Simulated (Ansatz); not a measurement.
# MgSe3: the cost of one run

Program: Ansatz 0.2.0. Level of theory: DFT PBE, scalar-relativistic, plane waves, PAW. These are calculated values, not measurements.

1 further run of the same task is left out (it didn't finish).

**1. The structure to begin with**

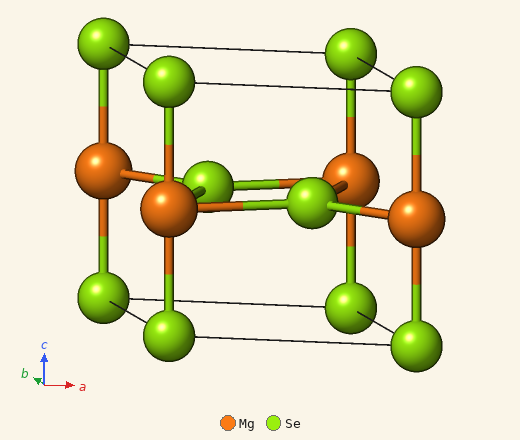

Start, viewed slightly off an axis; magnesium orange, selenium green. Atoms on the faces are drawn again on the opposite ones.

As a file:

```
CELL_PARAMETERS angstrom
5.20051 0.00000 0.00000
-2.60025 4.50377 0.00000
0.00000 0.00000 5.21482
ATOMIC_POSITIONS crystal
Mg 0.00000 0.00000 0.50000
Se 0.33333 0.66667 0.50000
Se 0.66667 0.33333 0.50000
Se 0.00000 0.00000 0.00000
```

Recipe of the guess: random cell by space group and Wyckoff sites (P6/mmm, No. 191). The dimensions are guesses.

**2. The guess as it stands, on a coarse mesh**

The input, input.yaml:

```yaml
crystal:
  lattice:
    - [5.20050974, 0.0, 0.0]
    - [-2.60025487, 4.50377355, 0.0]
    - [0.0, 0.0, 5.21481526]
  atoms:
    - { symbol: Mg, position: [0.0, 0.0, 0.5] }
    - { symbol: Se, position: [0.33333333, 0.66666667, 0.5] }
    - { symbol: Se, position: [0.66666667, 0.33333333, 0.5] }
    - { symbol: Se, position: [0.0, 0.0, 0.0] }
basis:
  ecutwfc: 420
kpoints:
  mp_grid: { grid: [6, 6, 4] }
hamiltonian:
  xc: pbe
scf:
  occupations: { method: gaussian, width: 0.1 }
  lower_state_search: "off"
output:
  forces: true
  stress: true
  eigenvalues: true
```

Run with:

```
ansatz run input.yaml --threads 1 --pin off --max-ram 2560MiB --backend cpu --events-out ev --progress --plain --runs-dir out
```

**Question.** How long does this run take on 1 thread of Intel Xeon at 2.70GHz, shared host, and how much memory does it need?

About 4.6 s, with a peak of 0.41 GiB.
